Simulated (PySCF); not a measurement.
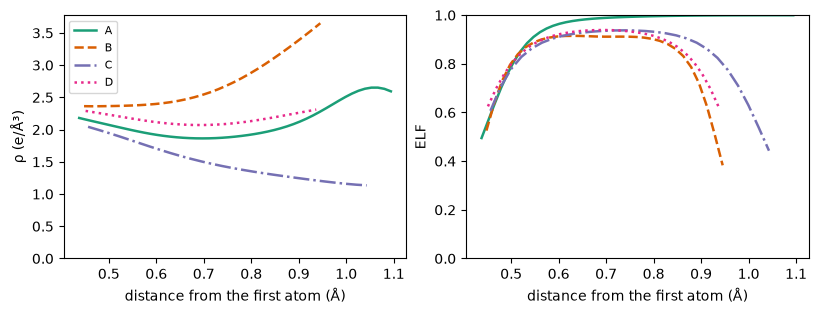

*C$_{7}$H$_{10}$NP (SMILES CC(C)c1ncccp1). Total electron density and ELF along straight lines between neighbouring atoms. The curves leave out the atomic cores.*

Geometry: PBE0-D3(BJ)/def2-SVP.

Computed with PBE0/pcSseg-1, SCF density, gas phase, non-relativistic in PySCF.

```yaml
atoms:
  - { symbol: C, position_ang: [-1.8876, 0.4083, -0.8661] }
  - { symbol: C, position_ang: [-1.4128, -0.0853, 0.4988] }
  - { symbol: C, position_ang: [-1.9837, -1.4623, 0.8318] }
  - { symbol: C, position_ang: [0.1029, -0.1225, 0.5443] }
  - { symbol: N, position_ang: [0.6848, -0.9394, -0.3264] }
  - { symbol: C, position_ang: [2.0023, -1.0772, -0.4022] }
  - { symbol: C, position_ang: [2.9391, -0.4095, 0.3903] }
  - { symbol: C, position_ang: [2.5541, 0.4957, 1.3693] }
  - { symbol: P, position_ang: [0.9032, 0.9042, 1.7285] }
  - { symbol: H, position_ang: [-1.5107, -0.2574, -1.6568] }
  - { symbol: H, position_ang: [-2.9874, 0.4231, -0.9145] }
  - { symbol: H, position_ang: [-1.5210, 1.4253, -1.0733] }
  - { symbol: H, position_ang: [-1.7501, 0.6308, 1.2690] }
  - { symbol: H, position_ang: [-1.6730, -1.7918, 1.8350] }
  - { symbol: H, position_ang: [-1.6232, -2.2039, 0.1031] }
  - { symbol: H, position_ang: [-3.0840, -1.4460, 0.8010] }
  - { symbol: H, position_ang: [2.3612, -1.7826, -1.1617] }
  - { symbol: H, position_ang: [4.0004, -0.6157, 0.2231] }
  - { symbol: H, position_ang: [3.3352, 0.9883, 1.9589] }
```

Question: Which curve belongs to which contact (C–C, C–H, C–N and C–P)? The first atom named is at distance zero.

Answer: Curve A: C–H (1.09 Å): ρ at the midpoint is about 2 e/Å³; the ELF climbs to about 1 towards the hydrogen, as it does in any bond to H; a covalent bond by its length. Curve B: C–N (1.33 Å): the density is about 2.5 e/Å³ at the midpoint; the ELF peaks at about 0.90 between the atoms (localised, covalent bonding). Curve C: C–P (1.74 Å): ρ at the midpoint is about 1.3 e/Å³; the ELF peaks at about 0.95 between the atoms, as expected for localised, covalent bonding. Curve D: C–C (1.39 Å): ρ is about 2.1 e/Å³ halfway; the ELF peaks at about 0.95 between the atoms: localised, covalent bonding.
